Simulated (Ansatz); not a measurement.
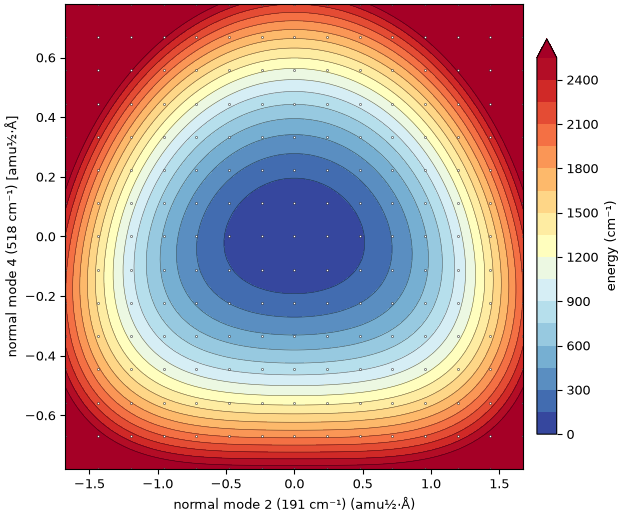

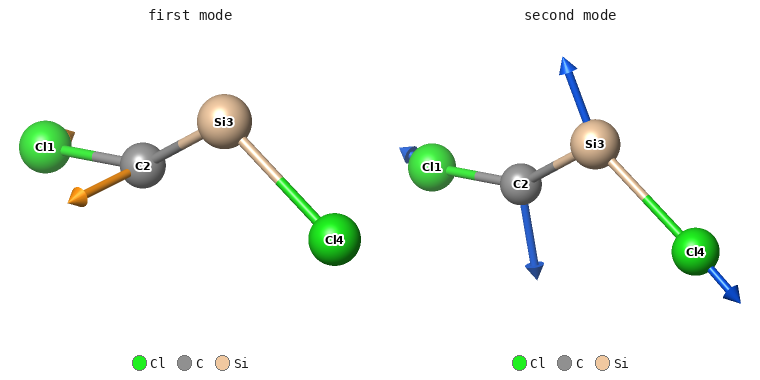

Energy landscape of CCl2Si, SMILES ClC#[Si]Cl. Coordinates scanned: (1) normal mode 2 (191 cm⁻¹); (2) normal mode 4 (518 cm⁻¹). Nothing is relaxed (straight displacements along the two mass-weighted modes). The grid has 15 × 15 points; 120 points were computed and 105 follow by symmetry. Energies: cm⁻¹, counted from the relaxed molecule at the same level. Method: Ansatz 0.2.0, RKS PBE0-D4/def2-SVP.

Drawn: filled contours, dots at the grid points, one colour for all values above the top of the scale. Between grid points the surface is interpolated. The second picture is the structure at the lowest point

**Summarise what can be read from the map.**

The lowest grid point is at normal mode 2 (191 cm⁻¹) = 0.000 amu½·Å, normal mode 4 (518 cm⁻¹) = 0.000 amu½·Å, 0 cm⁻¹ from the relaxed molecule at the same level. No other kind of well shows on this grid. The highest grid point, normal mode 2 (191 cm⁻¹) = −1.675 amu½·Å, normal mode 4 (518 cm⁻¹) = 0.780 amu½·Å, lies 5346 cm⁻¹ above the lowest.

Each point was launched as `ansatz run input.yaml --threads 1 --pin off --max-ram 2560MiB --backend cpu --events-out ev --progress --plain --runs-dir out`. Time for the 120 points that were run: 8.2 min on 1 thread of Arm Neoverse V2, on a shared host.
